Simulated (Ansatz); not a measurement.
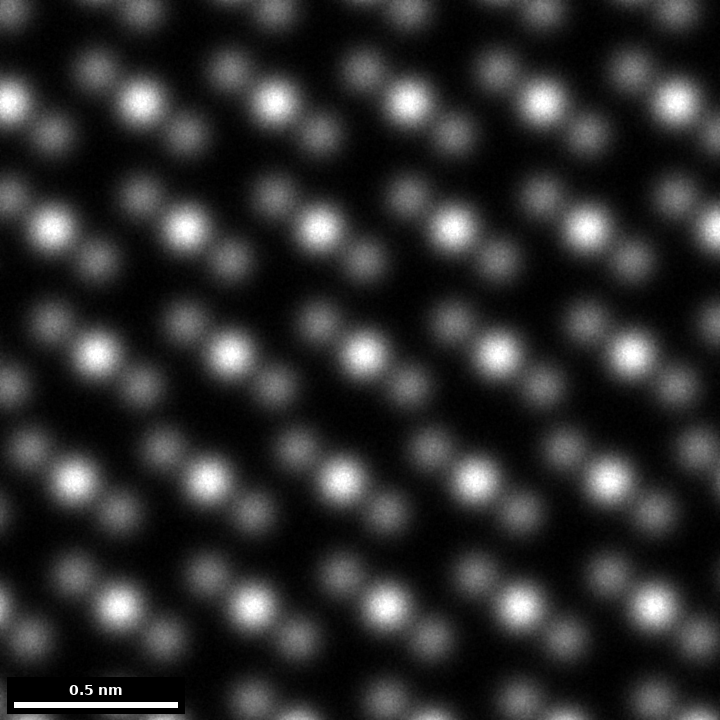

Z-contrast image of SnGe2 (Fm-3m, No. 225) along [110]. Simulated incoherent Z contrast: every atom adds Z^1.8 spread by a probe of 1.11 Å full width; channelling and multiple scattering are left out. The probe carries 15 % of its weight in a tail 2.5 times as wide. Shot noise was added.

One planar defect was built into the perfect crystal by geometry alone, without relaxation. Host structure: coordinates from a relaxation with DFT PBEsol, scalar-relativistic, plane waves, PAW (Ansatz 0.2.0); the starting structure was generated, so it need not be a known form of this composition.

Find the planar defect and say what kind it is.

Answer. A planar fault (a stacking fault or antiphase boundary) runs horizontally about 13 Å below the top edge. The part above it is shifted along the boundary by 1/2 of the 4.09 Å repeat of the rows (2.0 Å to the right, the same as to the left); both parts keep the same orientation.
